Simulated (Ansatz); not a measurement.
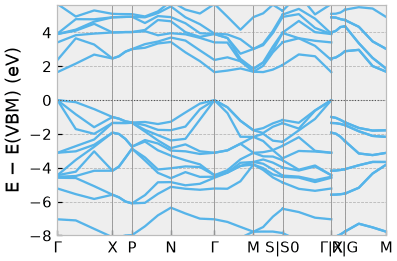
Figure: Band structure from HSE06 (plane waves, PAW; program Ansatz)

**Question.** Read off the gap and where the band edges lie.

**Answer.** About 1.6 eV (1.65 eV among the points solved); maximum at Γ, minimum on the M–S line, 25 % of the way from M.

**Question.** Pick the material that matches.
A) AlCuGeSe4, I-4 (Al on 2c, Cu on 2a, Ge on 2b, Se on 8g)
B) ZnCu2SiTe4, I-42m (Zn on 2a, Si on 2b, Cu on 4d, Te on 8i)
C) Al2ZnTe4, I-4 (Al on 2d, Al on 2b, Zn on 2a, Te on 8g)
D) BeSiAs2, chalcopyrite

**Answer.** D, BeSiAs2, chalcopyrite

Space group I-42d (chalcopyrite). The first step of the workflow began from a Materials Project structure, measured or hypothetical; the Crystallography Open Database copy checked does not list it. Its standing as an ambient phase is unchecked. The HSE06 relaxation kept the symmetry of its start; its stability against distortions is not shown here. The hybrid was solved on a coarse mesh, the path and, where they were found, the r²SCAN edge points; its band edges are the extreme levels among these. Spin–orbit coupling is left out wherever it is not named.

Potentials: the later of the program's two PAW sets.
